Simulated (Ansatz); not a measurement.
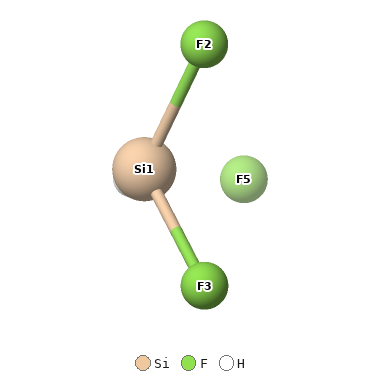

The system is the reacting system F₃HSi (fragments F₂Si + FH where the first distance is long, F₃HSi where the second is long); the picture shows the reference structure. 
- Coordinates scanned: (1) distance Si1–H4 (bond that forms); (2) distance H4–F5 (bond that breaks).
- Relaxed at each point: all other coordinates.
- Grid: 9 × 9 points.
- Points are written as (first, second).
- All energies are given in eV relative to a guessed transition structure relaxed with its forming and breaking bonds held.
- Energies and slopes of some neighbouring points disagree (a jump in structure or state, or too coarse a mesh). The reference is spin-restricted, so regions where a bond is pulled apart into radicals lie too high.
- These are results of RKS B3LYP-D4/def2-SVP in Ansatz, not measurements.

Its coordinates:

```xyz
5

Si    0.1481   -0.5385    0.1541
F     1.5246   -0.4196   -0.6787
F    -0.9029   -1.1519   -0.9048
H    -0.2879    0.6102    1.1139
F    -0.4819    1.4998    0.3156
```

Range: distance Si1–H4 (bond that forms) from 1.278 to 3.078 Å; distance H4–F5 (bond that breaks) from 0.819 to 2.619 Å.

Predict the map.

The lowest grid point is at (1.412 Å, 2.619 Å), −3.68 eV from a guessed transition structure relaxed with its forming and breaking bonds held. It lies on the edge of the grid, but the force there points inwards, so the minimum lies inside the range. Other grid points that lie below all their neighbours: (2.801 Å, 0.953 Å) (2.67 eV higher). The highest grid point, (1.278 Å, 0.819 Å), lies 6.70 eV above the lowest.

```csv
"second ↓, first →",1.278,1.412,1.596,1.806,2.035,2.278,2.534,2.801,3.078
2.619,−3.11,−3.68,−3.62,−2.97,−2.01,−0.96,0.03,0.87,1.55
2.342,−3.30,−3.68,−3.44,−2.66,−1.63,−0.56,0.42,1.22,1.83
2.075,−3.01,−3.29,−2.95,−2.12,−1.07,−0.02,0.89,1.60,2.08
1.819,−2.34,−2.58,−2.21,−1.38,−0.38,0.58,1.36,1.91,2.20
1.576,−1.33,−1.58,−1.27,−0.55,0.28,1.01,1.54,1.86,1.96
1.347,−0.09,−0.49,−0.43,−0.04,0.38,0.70,0.88,0.96,1.01
1.137,0.97,0.24,−0.16,−0.28,−0.29,−0.28,−0.28,−0.28,−0.27
0.953,1.77,0.68,−0.13,−0.58,−0.80,−0.92,−0.98,−1.01,−1.01
0.819,3.02,1.73,0.70,0.09,−0.25,−0.43,−0.52,−0.56,−0.56
```

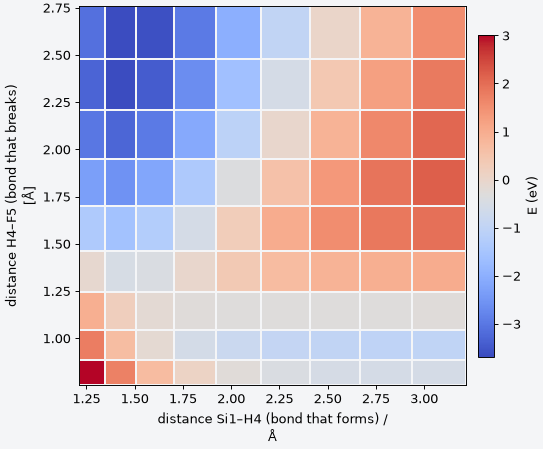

In the figure: one coloured cell a grid point.

Each point was launched as `ansatz run input.yaml --threads 1 --pin off --max-ram 2560MiB --backend cpu --events-out ev --progress --plain --runs-dir out`. The whole map (81 points run) took 23 min on 1 thread of Intel(R) Xeon(R) Processor @ 2.50GHz (Skylake/Cascade Lake) (shared host).
